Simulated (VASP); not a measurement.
# Zn2C in VASP: relaxing the cell with several functionals

Where does antifluorite Zn2C come to rest with PBEsol and LDA? This is a trial cell built on a prototype, not taken from a measured structure, and it needn't be the compound's ground state.

Program: VASP 6.6.1. PAW datasets, plane waves, zero pressure. Values at 0 K without nuclear motion; spin polarisation is off, and the phase may be a hypothetical one.

## Step 1: Starting point

The cell comes from an earlier relaxation with PBE in another program.

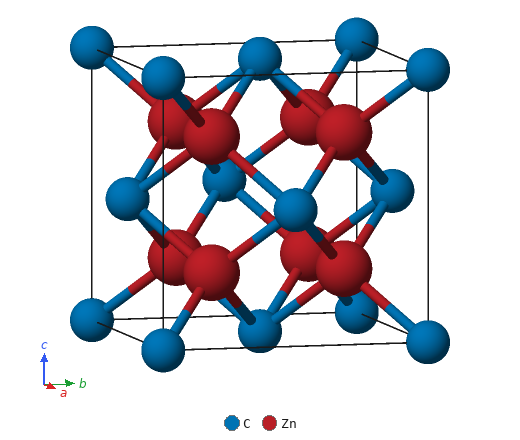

View slightly off an axis; carbon blue, zinc red. The conventional cell is drawn.

As a file:

```cif
data_structure
_symmetry_space_group_name_H-M 'P 1'
_symmetry_Int_Tables_number 1
_cell_length_a 3.6830
_cell_length_b 3.6830
_cell_length_c 3.6830
_cell_angle_alpha 60.000
_cell_angle_beta 60.000
_cell_angle_gamma 60.000
_cell_volume 35.33
loop_
_atom_site_label
_atom_site_type_symbol
_atom_site_fract_x
_atom_site_fract_y
_atom_site_fract_z
_atom_site_occupancy
C1 C 0.00000 0.00000 0.00000 1
Zn1 Zn 0.25000 0.25000 0.25000 1
Zn2 Zn 0.75000 0.75000 0.75000 1
```

## Step 2: Relaxation with PBEsol

INCAR

```
ENCUT = 600.000000
SIGMA = 0.020000
EDIFF = 1.00e-07
EDIFFG = -5.00e-03
GGA = PS
PREC = Accurate
IBRION = 2
ISIF = 3
ISMEAR = -1
NBANDS = 21
NELM = 120
NSW = 40
LASPH = .TRUE.
LCHARG = .FALSE.
LWAVE = .FALSE.
LREAL = .FALSE.
```

KPOINTS

```
KPOINTS created by Atomic Simulation Environment
0
Gamma
8 8 8
0 0 0
```

POSCAR

```
C  Zn
 1.0000000000000000
     0.0000000000000000    2.6042746626909450    2.6042746626909450
     2.6042746626909450    0.0000000000000000    2.6042746626909450
     2.6042746626909450    2.6042746626909450   -0.0000000000000000
 C   Zn
   1   2
Cartesian
 -0.0000000000000000 -0.0000000000000000 -0.0000000000000000
  1.3021373313454725  1.3021373313454725  1.3021373313454725
  3.9064119940364175  3.9064119940364175  3.9064119940364175
```

Potentials: the recommended PBE PAW datasets, 28 valence electrons in the neutral cell.

Command:

```
$ mpirun -np 1 vasp_std
```

The first run moved the cell so far that it was started again from its end, on a fresh basis. The second run's POSCAR:

```
C  Zn
 1.0000000000000000
     0.0000000000000000    2.5680405890300118    2.5680405890300118
     2.5680405890300118   -0.0000000000000000    2.5680405890300118
     2.5680405890300118    2.5680405890300118   -0.0000000000000000
 C   Zn
   1   2
Cartesian
  0.0000000000000000  0.0000000000000000  0.0000000000000000
  1.2840202945150059  1.2840202945150059  1.2840202945150059
  3.8520608835450174  3.8520608835450174  3.8520608835450174
```

The files below are the second run's.

Printed to the terminal (iteration lines stand in OSZICAR):

```text
POSCAR found type information on POSCAR C Zn
 POSCAR found :  2 types and       3 ions
 -----------------------------------------------------------------------------
|                                                                             |
|                                                                             |
|     You enforced a specific xc type in the INCAR file but a different       |
|     I HOPE YOU KNOW WHAT YOU ARE DOING!                                     |
|                                                                             |
 -----------------------------------------------------------------------------

 LDA part: xc-table for (Slater+PW92), standard interpolation
 POSCAR, INCAR and KPOINTS ok, starting setup
 FFT: planning ... GRIDC
 FFT: planning ... GRID_SOFT
 FFT: planning ... GRID
 WAVECAR not read
 WARNING: random wavefunctions but no delay for mixing, default for NELMDL
 entering main loop
 curvature:   0.00 expect dE= 0.000E+00 dE for cont linesearch  0.000E+00
 search vector abs. value=  0.820E-06
 reached required accuracy - stopping structural energy minimisation
```

OSZICAR:

```text
N       E                     dE             d eps       ncg     rms          rms(c)
DAV:   1     0.152469356118E+03    0.15247E+03   -0.15310E+04  1226   0.229E+03
DAV:   2    -0.153845652100E+01   -0.15401E+03   -0.14758E+03  1233   0.357E+02
DAV:   3    -0.124138803908E+02   -0.10875E+02   -0.10700E+02  1373   0.938E+01
DAV:   4    -0.125955812767E+02   -0.18170E+00   -0.18153E+00  1298   0.115E+01
DAV:   5    -0.125965932090E+02   -0.10119E-02   -0.10119E-02  1393   0.839E-01    0.999E+00
DAV:   6    -0.108019042554E+02    0.17947E+01   -0.46408E+00  1720   0.532E+01    0.728E+00
DAV:   7    -0.107964166041E+02    0.54877E-02   -0.79723E-01  1353   0.114E+01    0.384E+00
DAV:   8    -0.107760575250E+02    0.20359E-01   -0.51726E-02  1349   0.161E+00    0.112E+00
DAV:   9    -0.107734643511E+02    0.25932E-02   -0.30193E-03  1659   0.589E-01    0.130E-01
DAV:  10    -0.107734033918E+02    0.60959E-04   -0.83737E-04  1811   0.271E-01    0.569E-02
DAV:  11    -0.107734175768E+02   -0.14185E-04   -0.12682E-04  1298   0.851E-02    0.193E-02
DAV:  12    -0.107734166461E+02    0.93068E-06   -0.28151E-06  1341   0.148E-02    0.965E-03
DAV:  13    -0.107734159089E+02    0.73726E-06   -0.38106E-07  1383   0.522E-03    0.267E-03
DAV:  14    -0.107734157988E+02    0.11010E-06   -0.25600E-07  1247   0.516E-03    0.589E-04
DAV:  15    -0.107734157988E+02    0.16826E-10   -0.60761E-08   795   0.173E-03
   1 F= -.10773416E+02 E0= -.10773335E+02  d E =-.107734E+02
```

Parts of OUTCAR:

```text
k-points           NKPTS =     29   k-points in BZ     NKDIM =     29   number of bands    NBANDS=     21

   NELECT =      28.0000    total number of electrons

   dimension x,y,z NGX =    30 NGY =   30 NGZ =   30
   dimension x,y,z NGXF=    60 NGYF=   60 NGZF=   60

  energy-cutoff  :      600.00
  volume of cell :       33.87
      direct lattice vectors                 reciprocal lattice vectors
     0.000000000  2.568040589  2.568040589    -0.194700972  0.194700972  0.194700972
     2.568040589  0.000000000  2.568040589     0.194700972 -0.194700972  0.194700972
     2.568040589  2.568040589  0.000000000     0.194700972  0.194700972 -0.194700972

 k-points in reciprocal lattice and weights: KPOINTS created by Atomic Simulation Env
   0.00000000  0.00000000  0.00000000       0.002
   0.12500000  0.00000000  0.00000000       0.016
   0.25000000  0.00000000  0.00000000       0.016
   0.37500000  0.00000000  0.00000000       0.016
   0.50000000  0.00000000  0.00000000       0.008
   0.12500000  0.12500000  0.00000000       0.012
   0.25000000  0.12500000  0.00000000       0.047
   0.37500000  0.12500000  0.00000000       0.047
[... 21 more k-points ...]

 E-fermi :   4.6822

 k-point     1 :       0.0000    0.0000    0.0000
  band No.  band energies     occupation
      1      -9.5602      2.00000
      2      -4.1409      2.00000
      3      -4.1409      2.00000
      4      -4.1409      2.00000
      5      -3.9224      2.00000
      6      -3.9224      2.00000
      7      -2.5462      2.00000
      8      -2.5462      2.00000
      9      -2.5462      2.00000
     10      -2.1758      2.00000
     11      -2.1758      2.00000
     12       4.6218      1.90695
     13       4.6669      1.36437
     14       4.6669      1.36436
     15       4.6669      1.36436
     16       8.7844      0.00000
     17       8.7845      0.00000
     18       8.7845      0.00000
     19      14.2325      0.00000
     20      15.7098      0.00000
     21      15.7098      0.00000

 k-point     2 :       0.1250    0.0000    0.0000
  band No.  band energies     occupation
      1      -9.3521      2.00000
      2      -4.1557      2.00000
      3      -4.0900      2.00000
      4      -4.0900      2.00000
      5      -3.8608      2.00000
      6      -3.8608      2.00000
      7      -2.5966      2.00000
      8      -2.5813      2.00000
      9      -2.5813      2.00000
     10      -2.2609      2.00000
     11      -2.2609      2.00000
     12       2.9359      2.00000
     13       4.4072      2.00000
     14       4.4072      2.00000
     15       5.5771      0.00000
     16       8.6849      0.00000
     17       9.2215      0.00000
     18       9.2215      0.00000
     19      14.6659      0.00000
     20      14.7757      0.00000
     21      14.7757      0.00000

 k-point     3 :       0.2500    0.0000    0.0000
  band No.  band energies     occupation
      1      -8.7749      2.00000
      2      -4.1645      2.00000
      3      -3.9492      2.00000
      4      -3.9492      2.00000
      5      -3.6842      2.00000
      6      -3.6842      2.00000
      7      -2.7177      2.00000
      8      -2.6879      2.00000
      9      -2.6879      2.00000
     10      -2.4909      2.00000
     11      -2.4909      2.00000
     12       0.7672      2.00000
     13       3.9453      2.00000
     14       3.9453      2.00000
     15       5.7337      0.00000
     16       9.2505      0.00000
     17       9.8514      0.00000
     18       9.8514      0.00000
     19      13.8701      0.00000
     20      14.3342      0.00000
     21      14.3342      0.00000

[... the tables of k-points 4 to 29 left out ...]

  Total        0.0041237      0.0041237      0.0041237      0.0000000      0.0000000     -0.0000000
  in kB        0.1950594      0.1950594      0.1950594      0.0000000      0.0000000     -0.0000000
  external PRESSURE =       0.1950594 kB  Pullay stress =       0.0000000 kB

 POSITION                                       TOTAL-FORCE (eV/Angst)
 -----------------------------------------------------------------------------------
      0.00000      0.00000      0.00000        -0.000000      0.000000     -0.000000
      1.28402      1.28402      1.28402         0.000000      0.000000      0.000000
      3.85206      3.85206      3.85206        -0.000000     -0.000000     -0.000000
 -----------------------------------------------------------------------------------
    total drift:                               -0.000000      0.000000      0.000000

  FREE ENERGIE OF THE ION-ELECTRON SYSTEM (eV)
  ---------------------------------------------------
  free  energy   TOTEN  =       -10.7734157988 eV

  energy  without entropy=      -10.7732545435  energy(sigma->0) =      -10.77333517
```

CONTCAR

```
C  Zn
   1.00000000000000
     0.0000000000000000    2.5680405890300118    2.5680405890300118
     2.5680405890300118    0.0000000000000000    2.5680405890300118
     2.5680405890300118    2.5680405890300118    0.0000000000000000
  C               Zn
     1     2
Direct
     0.0000000000000000    0.0000000000000000    0.0000000000000000
     0.2500000000000000    0.2500000000000000    0.2500000000000000
     0.7500000000000000    0.7500000000000000    0.7500000000000000

  0.00000000E+00  0.00000000E+00  0.00000000E+00
  0.00000000E+00  0.00000000E+00  0.00000000E+00
  0.00000000E+00  0.00000000E+00  0.00000000E+00
```

It took 35 s on 1 MPI rank of Intel Xeon Platinum 8488C, shared host; peak memory 0.18 GiB.

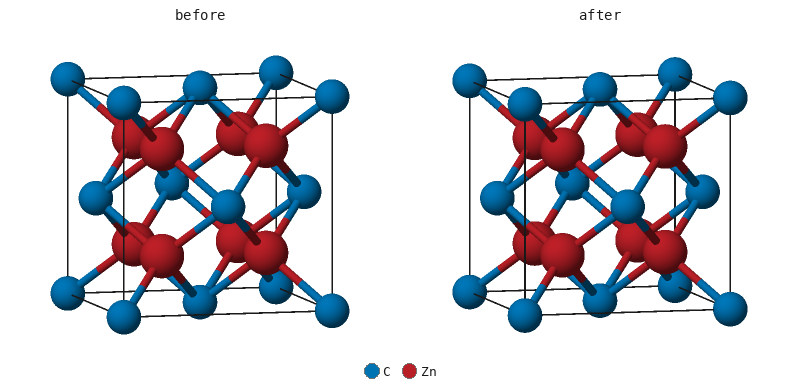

Before and after, at one scale.

|  | before | after | change |
| --- | --- | --- | --- |
| a (Å) | 5.209 | 5.136 | -1.39 % |
| volume (Å³/atom) | 11.775 | 11.291 | -4.12 % |
| shortest distance (Å) | 2.255 | 2.224 | -1.39 % |
| space group | Fm-3m | Fm-3m | same |

## Step 3: Relaxation with LDA

INCAR: that of step 2 with these lines changed.

```diff
@@ -4,3 +4,3 @@
 EDIFFG = -5.00e-03
-GGA = PS
+GGA = CA
 PREC = Accurate
```

KPOINTS is that of step 2.

POSCAR is that of step 2.

The run uses the recommended LDA PAW datasets (28 valence electrons a neutral cell).

Command:

```
$ mpirun -np 1 vasp_std
```

The first run moved the cell so far that it was started again from its end, on a fresh basis. The second run's POSCAR:

```
C  Zn
 1.0000000000000000
     0.0000000000000000    2.5393592274716794    2.5393592274716794
     2.5393592274716794    0.0000000000000000    2.5393592274716794
     2.5393592274716794    2.5393592274716794   -0.0000000000000000
 C   Zn
   1   2
Cartesian
  0.0000000000000000  0.0000000000000000  0.0000000000000000
  1.2696796137358397  1.2696796137358397  1.2696796137358397
  3.8090388412075189  3.8090388412075189  3.8090388412075189
```

The files below are the second run's.

Printed to the terminal (iteration lines stand in OSZICAR):

```text
POSCAR found type information on POSCAR C Zn
 POSCAR found :  2 types and       3 ions
 LDA part: xc-table for (Slater(with rela. corr.)+CA(PZ))
 , standard interpolation
 POSCAR, INCAR and KPOINTS ok, starting setup
 FFT: planning ... GRIDC
 FFT: planning ... GRID_SOFT
 FFT: planning ... GRID
 WAVECAR not read
 WARNING: random wavefunctions but no delay for mixing, default for NELMDL
 entering main loop
 curvature:   0.00 expect dE= 0.000E+00 dE for cont linesearch  0.000E+00
 search vector abs. value=  0.361E-07
 reached required accuracy - stopping structural energy minimisation
```

OSZICAR:

```text
N       E                     dE             d eps       ncg     rms          rms(c)
DAV:   1     0.149531889465E+03    0.14953E+03   -0.15561E+04  1258   0.231E+03
DAV:   2    -0.263883425625E+01   -0.15217E+03   -0.14528E+03  1248   0.355E+02
DAV:   3    -0.136781056428E+02   -0.11039E+02   -0.10871E+02  1383   0.940E+01
DAV:   4    -0.138681297085E+02   -0.19002E+00   -0.18986E+00  1333   0.119E+01
DAV:   5    -0.138693494270E+02   -0.12197E-02   -0.12197E-02  1353   0.901E-01    0.108E+01
DAV:   6    -0.119030777887E+02    0.19663E+01   -0.48450E+00  1784   0.533E+01    0.777E+00
DAV:   7    -0.118884908085E+02    0.14587E-01   -0.85344E-01  1378   0.118E+01    0.410E+00
DAV:   8    -0.118611546915E+02    0.27336E-01   -0.58634E-02  1392   0.174E+00    0.117E+00
DAV:   9    -0.118579629479E+02    0.31917E-02   -0.37618E-03  1506   0.637E-01    0.133E-01
DAV:  10    -0.118578917108E+02    0.71237E-04   -0.86904E-04  1580   0.240E-01    0.653E-02
DAV:  11    -0.118579004285E+02   -0.87178E-05   -0.12054E-04  1308   0.867E-02    0.275E-02
DAV:  12    -0.118578985255E+02    0.19030E-05   -0.69237E-06  1343   0.252E-02    0.751E-03
DAV:  13    -0.118578980276E+02    0.49788E-06   -0.10529E-06  1482   0.106E-02    0.336E-03
DAV:  14    -0.118578979431E+02    0.84511E-07   -0.35174E-07  1394   0.109E-02
   1 F= -.11857898E+02 E0= -.11857891E+02  d E =-.118579E+02
```

From OUTCAR:

```text
k-points           NKPTS =     29   k-points in BZ     NKDIM =     29   number of bands    NBANDS=     21

   NELECT =      28.0000    total number of electrons

   dimension x,y,z NGX =    30 NGY =   30 NGZ =   30
   dimension x,y,z NGXF=    60 NGYF=   60 NGZF=   60

  energy-cutoff  :      600.00
  volume of cell :       32.75
      direct lattice vectors                 reciprocal lattice vectors
     0.000000000  2.539359227  2.539359227    -0.196900066  0.196900066  0.196900066
     2.539359227  0.000000000  2.539359227     0.196900066 -0.196900066  0.196900066
     2.539359227  2.539359227  0.000000000     0.196900066  0.196900066 -0.196900066

 k-points in reciprocal lattice and weights: KPOINTS created by Atomic Simulation Env
   0.00000000  0.00000000  0.00000000       0.002
   0.12500000  0.00000000  0.00000000       0.016
   0.25000000  0.00000000  0.00000000       0.016
   0.37500000  0.00000000  0.00000000       0.016
   0.50000000  0.00000000  0.00000000       0.008
   0.12500000  0.12500000  0.00000000       0.012
   0.25000000  0.12500000  0.00000000       0.047
   0.37500000  0.12500000  0.00000000       0.047
[... 21 more k-points ...]

 E-fermi :   5.0593

 k-point     1 :       0.0000    0.0000    0.0000
  band No.  band energies     occupation
      1      -9.5052      2.00000
      2      -4.1272      2.00000
      3      -4.1272      2.00000
      4      -4.1272      2.00000
      5      -3.9000      2.00000
      6      -3.9000      2.00000
      7      -2.4396      2.00000
      8      -2.4396      2.00000
      9      -2.4396      2.00000
     10      -2.0461      2.00000
     11      -2.0461      2.00000
     12       4.9548      1.98934
     13       4.9548      1.98934
     14       4.9548      1.98934
     15       5.1417      0.03198
     16       9.0896      0.00000
     17       9.0896      0.00000
     18       9.0896      0.00000
     19      14.8411      0.00000
     20      16.1759      0.00000
     21      16.1759      0.00000

 k-point     2 :       0.1250    0.0000    0.0000
  band No.  band energies     occupation
      1      -9.2892      2.00000
      2      -4.1402      2.00000
      3      -4.0736      2.00000
      4      -4.0736      2.00000
      5      -3.8350      2.00000
      6      -3.8350      2.00000
      7      -2.4933      2.00000
      8      -2.4770      2.00000
      9      -2.4770      2.00000
     10      -2.1369      2.00000
     11      -2.1369      2.00000
     12       3.2692      2.00000
     13       4.6859      2.00000
     14       4.6859      2.00000
     15       6.0151      0.00000
     16       9.0179      0.00000
     17       9.5410      0.00000
     18       9.5410      0.00000
     19      15.1955      0.00000
     20      15.2470      0.00000
     21      15.2470      0.00000

 k-point     3 :       0.2500    0.0000    0.0000
  band No.  band energies     occupation
      1      -8.6888      2.00000
      2      -4.1443      2.00000
      3      -3.9253      2.00000
      4      -3.9253      2.00000
      5      -3.6481      2.00000
      6      -3.6481      2.00000
      7      -2.6225      2.00000
      8      -2.5905      2.00000
      9      -2.5905      2.00000
     10      -2.3820      2.00000
     11      -2.3820      2.00000
     12       1.0178      2.00000
     13       4.2108      2.00000
     14       4.2108      2.00000
     15       6.1819      0.00000
     16       9.6114      0.00000
     17      10.1947      0.00000
     18      10.1947      0.00000
     19      14.3858      0.00000
     20      14.8026      0.00000
     21      14.8026      0.00000

[... the tables of k-points 4 to 29 left out ...]

  Total        0.0008642      0.0008642      0.0008642      0.0000000      0.0000000      0.0000000
  in kB        0.0422787      0.0422787      0.0422787      0.0000000      0.0000000      0.0000000
  external PRESSURE =       0.0422787 kB  Pullay stress =       0.0000000 kB

 POSITION                                       TOTAL-FORCE (eV/Angst)
 -----------------------------------------------------------------------------------
      0.00000      0.00000      0.00000        -0.000000      0.000000     -0.000000
      1.26968      1.26968      1.26968         0.000000     -0.000000      0.000000
      3.80904      3.80904      3.80904        -0.000000     -0.000000      0.000000
 -----------------------------------------------------------------------------------
    total drift:                               -0.000000      0.000000      0.000000

  FREE ENERGIE OF THE ION-ELECTRON SYSTEM (eV)
  ---------------------------------------------------
  free  energy   TOTEN  =       -11.8578979431 eV

  energy  without entropy=      -11.8578837510  energy(sigma->0) =      -11.85789085
```

CONTCAR

```
C  Zn
   1.00000000000000
     0.0000000000000000    2.5393592274716794    2.5393592274716794
     2.5393592274716794    0.0000000000000000    2.5393592274716794
     2.5393592274716794    2.5393592274716794    0.0000000000000000
  C               Zn
     1     2
Direct
     0.0000000000000000    0.0000000000000000    0.0000000000000000
     0.2500000000000000    0.2500000000000000    0.2500000000000000
     0.7500000000000000    0.7500000000000000    0.7500000000000000

  0.00000000E+00  0.00000000E+00  0.00000000E+00
  0.00000000E+00  0.00000000E+00  0.00000000E+00
  0.00000000E+00  0.00000000E+00  0.00000000E+00
```

It took 28 s on 1 MPI rank of Intel Xeon Platinum 8488C, shared host; peak memory 0.16 GiB.

```
                       before   after   change
                a (Å)   5.209   5.079  -2.49 %
     volume (Å³/atom)  11.775  10.916  -7.29 %
shortest distance (Å)   2.255   2.199  -2.49 %
          space group   Fm-3m   Fm-3m     same
```

## Step 4: What came out

```
 level  a (Å)  volume (Å³/atom)  space group
PBEsol  5.136            11.291        Fm-3m
   LDA  5.079            10.916        Fm-3m
```

The PBEsol run changed the volume by -4.1 % from its own start of 11.78 Å³/atom. The volume spreads over 3.4 %, from LDA to PBEsol.
